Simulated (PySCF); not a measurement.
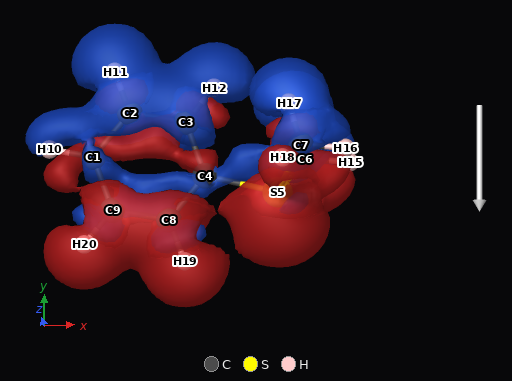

*C₈H₁₁S, charge +1, SMILES `c1ccc([S+](C)C)cc1`. Change of the electron density in a uniform field of 0.41 V/Å along −y (arrow), surfaces at ±0.0015 e/Å³ (blue: gain, red: loss).*

Computed with PySCF, B3LYP/6-31+G*, geometry: GFN2-xTB. No frequency check shows the geometry to be a minimum. The basis has diffuse s and p functions alone, which still leaves polarisabilities too small, most of all across bonds. GFN2-xTB bond lengths at metals and heavier atoms can be off by up to 0.1 Å and shapes distorted, which carries into these values.

Geometry (Å), atoms numbered from 1:

```
C1      -2.8962    0.2709    0.0001
C2      -2.0082    1.3360    0.0000
C3      -0.6425    1.1084    0.0004
C4      -0.1834   -0.1992    0.0004
S5       1.5745   -0.6086    0.0002
C6       2.1907    0.3779   -1.3903
C7       2.1912    0.3778    1.3896
C8      -1.0607   -1.2741   -0.0002
C9      -2.4243   -1.0321    0.0000
H10     -3.9581    0.4593   -0.0002
H11     -2.3757    2.3499   -0.0010
H12      0.0337    1.9496    0.0012
H13      1.8952    1.4174   -1.2940
H14      1.7816   -0.0433   -2.3045
H15      3.2734    0.2910   -1.4085
H16      3.2740    0.2908    1.4073
H17      1.8957    1.4173    1.2935
H18      1.7826   -0.0435    2.3039
H19     -0.6806   -2.2835   -0.0009
H20     -3.1132   -1.8615   -0.0001
```

The field was applied in both directions; the picture shows the one opposite to the script's first.

How large is the response?

The induced dipole is 1.98 D (along the field); α along this axis, from the fields in both directions, is 97 bohr³ (14.4 Å³).
